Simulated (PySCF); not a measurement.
H2O, SMILES `O`.

Level of theory: M06-2X/aug-cc-pVDZ (PySCF), at a geometry from GFN2-xTB. No frequency check shows the geometry to be a minimum.

Geometry (Å), atoms numbered from 1:

```
O1       0.0000    0.1138    0.0000
H2       0.7722   -0.4552    0.0000
H3      -0.7722   -0.4552    0.0000
```

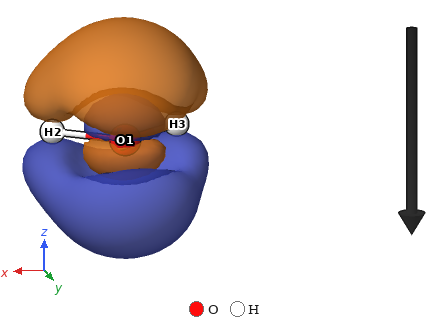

Change of the electron density in a uniform field of 0.41 V/Å along −z (arrow), surfaces at ±0.002 e/Å³ (orange: gain, blue: loss).

Q: How large is the response?

A: The induced dipole is 0.17 D (along the field); α along this axis, from the fields in both directions, is 8 bohr³ (1.2 Å³).

Q: Which atoms gain and lose the most charge?

A: Hardly any: no atom's Hirshfeld charge changes by as much as 0.002 e. The density shifts from one side of each atom to the other; 0.022 electrons are displaced in all.
